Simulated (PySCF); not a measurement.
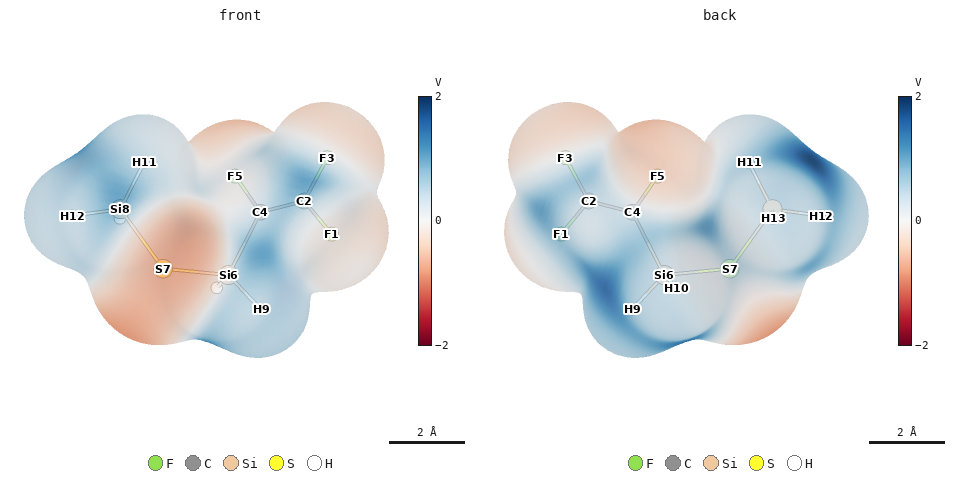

C2H5F3SSi2 (SMILES FC(F)=C(F)[SiH2]S[SiH3]). The electrostatic potential painted on the density surface at 0.002 e/bohr³, seen from the front and from behind; the colour scale runs from red (negative) to blue (positive).

Geometry: GFN2-xTB.

All numbers below come from PBE0/pcSseg-1, SCF density, gas phase, non-relativistic in PySCF 2.14.0.

```yaml
atoms:
  - { symbol: F, position_ang: [-2.8260, 1.5113, 0.7871] }
  - { symbol: C, position_ang: [-2.3599, 0.2694, 0.8520] }
  - { symbol: F, position_ang: [-3.1068, -0.4567, 1.6727] }
  - { symbol: C, position_ang: [-1.3028, -0.1245, 0.1617] }
  - { symbol: F, position_ang: [-0.9075, -1.4131, 0.2880] }
  - { symbol: Si, position_ang: [-0.2597, 0.9640, -0.9946] }
  - { symbol: S, position_ang: [1.6963, 1.1779, -0.1843] }
  - { symbol: Si, position_ang: [2.4178, -0.8510, 0.1296] }
  - { symbol: H, position_ang: [-0.8280, 2.2947, -1.0233] }
  - { symbol: H, position_ang: [-0.2269, 0.2465, -2.2643] }
  - { symbol: H, position_ang: [1.7333, -1.3931, 1.2927] }
  - { symbol: H, position_ang: [3.8353, -0.6248, 0.3513] }
  - { symbol: H, position_ang: [2.1306, -1.6001, -1.0863] }
```

**Which sites attract a positive test charge, and which a negative one?**

A positive charge is drawn to the negative regions and a negative charge to the positive ones. The most negative region (about −0.8 V, or −18 kcal/mol for a unit charge) lies over S7, the most positive (about +1.8 V, or +42 kcal/mol for a unit charge) over Si8.
